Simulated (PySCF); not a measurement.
BCl$_{2}$H$_{7}$Si$_{4}$ (SMILES ClB(Cl)[SiH]1[SiH2][SiH2][SiH2]1)

The calculation's input:

```
{"job": {"kind": "uv", "xc": "wB97X-D", "basis": "def2-SVPD", "nstates": 8, "ntriplets": 3}, "charge": 0, "multiplicity": 1}
Cl    -4.230922     0.138496    -0.170391
B     -2.566190     0.577177    -0.025170
Cl    -2.235257     2.263633     0.266544
Si    -1.067553    -0.656719    -0.163056
Si     0.644530     0.024107    -1.667497
Si     2.160831     0.244222     0.124819
Si     0.501327    -0.515242     1.619009
H     -1.537604    -2.032474    -0.408714
H      0.363164     1.236738    -2.445816
H      0.988641    -0.955745    -2.704544
H      3.403787    -0.536334     0.051978
H      2.665258     1.602444     0.369268
H      0.771059    -1.779521     2.314253
H      0.138252     0.388747     2.717587
```

Command:

```sh
OMP_NUM_THREADS=1 python probes_run.py task.json out
```

Geometry: GFN2-xTB.

These are results of wB97X-D/def2-SVPD, SCF density, gas phase in PySCF, not measurements.

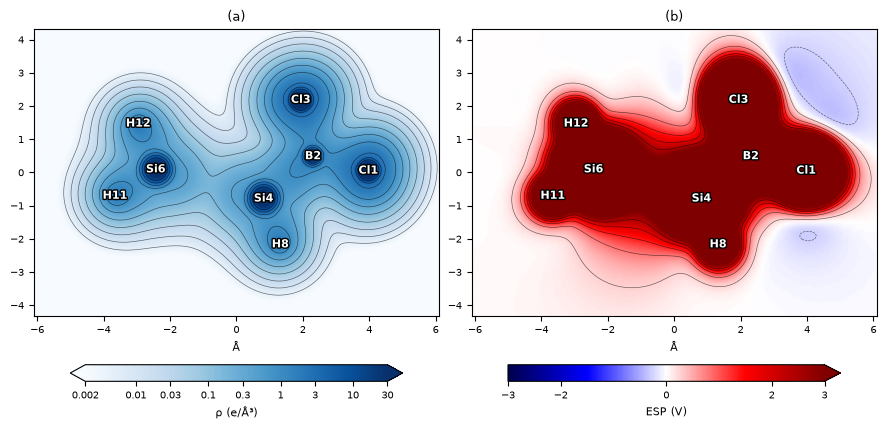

Figure 1. (a) electron density; (b) electrostatic potential on the plane of atoms Cl3, B2 and Si4.

Question: What does the map show?

Answer: The section cuts through Cl, B, Si and H sites.
B–Cl (1.73 Å): the density is about 1.4 e/Å³ at the midpoint.
Si–B (1.95 Å): ρ is about 0.86 e/Å³ halfway.
Si–H (1.47 Å): ρ is about 0.76 e/Å³ halfway.
Outside the dense part of the molecule the potential is most negative (−0.4 V) near Cl3.

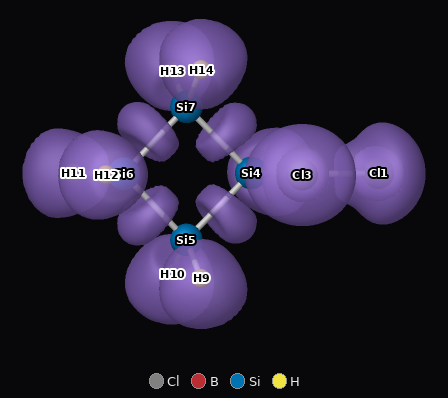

Figure 2. Isosurface of the ELF at 0.75 (purple), seen across its widest extent. Core shells and regions of very low density are left out.

Question: Where are the electrons localised?

Answer: At this value the surface marks out one region between bonded B–Si atoms (shared pairs), four regions between bonded Si–Si atoms (shared pairs), seven regions around hydrogen nuclei and two regions on Cl in which the atom's valence shell and bonds are merged.


B–Cl (1.73 Å): the ELF peaks at about 0.90 between the atoms; a shared but strongly polarised pair. Si–B (1.95 Å): the ELF peaks at about 1 between the atoms, as expected for a shared electron pair.

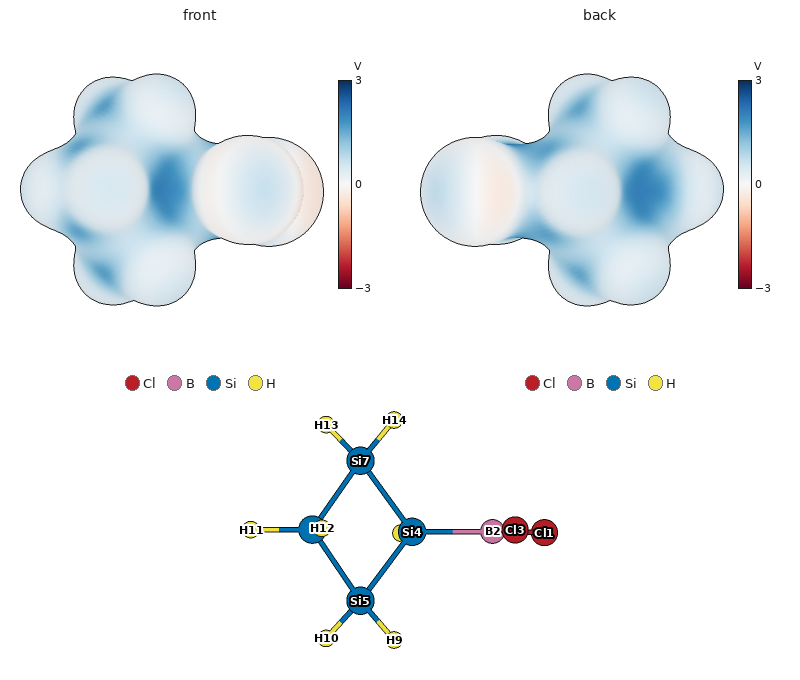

Figure 3. The molecular electrostatic potential painted on the density surface at 0.004 e/bohr³, seen from the front and from behind; the colour scale runs from red (negative) to blue (positive). The bare structure is drawn below in the same view.

Question: Describe the electrostatic potential map.

Answer: The most negative region (about −0.3 V, or −7 kcal/mol for a unit charge) lies over Cl1 and Cl3, the most positive (about +2.0 V, or +46 kcal/mol for a unit charge) over the B and Si atoms. Cl1 shows a σ-hole: about +0.7 V, or +16 kcal/mol for a unit charge at the tip opposite its bond, against about −0.1 V on its flanks. Cl3 shows a σ-hole: about +0.7 V, or +16 kcal/mol for a unit charge at the tip opposite its bond, against about 0.0 V on its flanks.

Question: What dipole moment does the calculation give?

Answer: Its dipole moment is 0.92 D.
